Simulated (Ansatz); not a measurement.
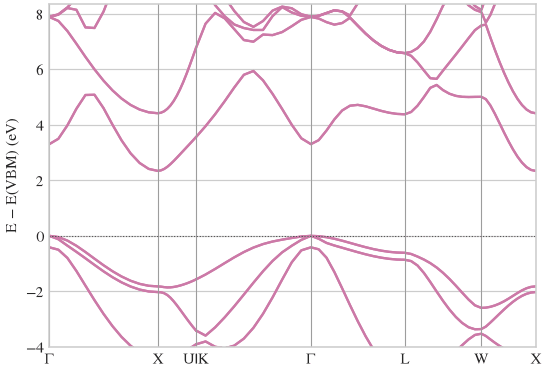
Figure: Band structure from r²SCAN with spin–orbit coupling (plane waves, PAW; program Ansatz)

### Question
Read off the gap and where the band edges lie.

### Answer
About 2.3 eV (2.34 eV by a search for the band edges); maximum at Γ, minimum at X.

The material is MgSe (rock salt, Fm-3m).

The cell was relaxed with r²SCAN under the symmetry of its start. The volume moved by -30 % from the start of the relaxation.

Potentials: the later of the program's two PAW sets.
